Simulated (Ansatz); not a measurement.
BeH2SSnZn

```yaml
atoms:
  - { symbol: Be, position_ang: [0.8990, 1.2112, 2.2304] }
  - { symbol: S, position_ang: [2.1887, 0.8740, 3.6830] }
  - { symbol: Sn, position_ang: [0.9316, -1.2175, 3.1622] }
  - { symbol: Zn, position_ang: [1.3122, -0.3931, 0.4530] }
  - { symbol: H, position_ang: [-0.2428, 0.1768, 2.2953] }
  - { symbol: H, position_ang: [0.9854, 1.6483, 0.8948] }
```

Geometry: PBE-D3(BJ)/def2-SVP; core potentials replace the inner electrons of Sn.

Computed with Ansatz 0.2.0, isolated molecule in a Gaussian basis; Kohn-Sham density functional theory, functional PBE0.

Q: What can the converged electron density and electron localisation function tell about the bonding?

A: Be–S (1.97 Å): ρ at the midpoint is about 0.8 e/Å³; the ELF peaks at about 0.90 in the valence shell of S, 1.0 Å from its nucleus, and is about 0.90 at the midpoint.
Sn–S (2.50 Å): ρ is about 0.49 e/Å³ halfway; the ELF peaks at about 0.80 in the valence shell of S, 0.9 Å from its nucleus, and drops to about 0.20 between the two atoms.

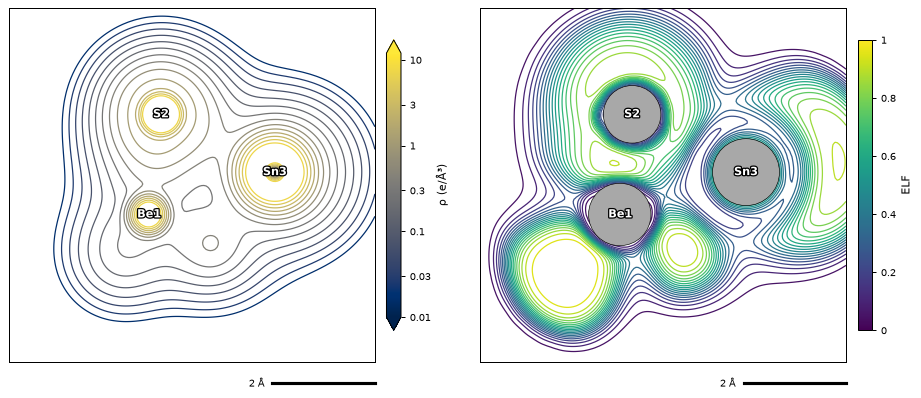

Computed electron density and electron localisation function on the plane of atoms Be1, S2 and Sn3, in this order. Grey discs cover the atomic cores in the ELF map. 
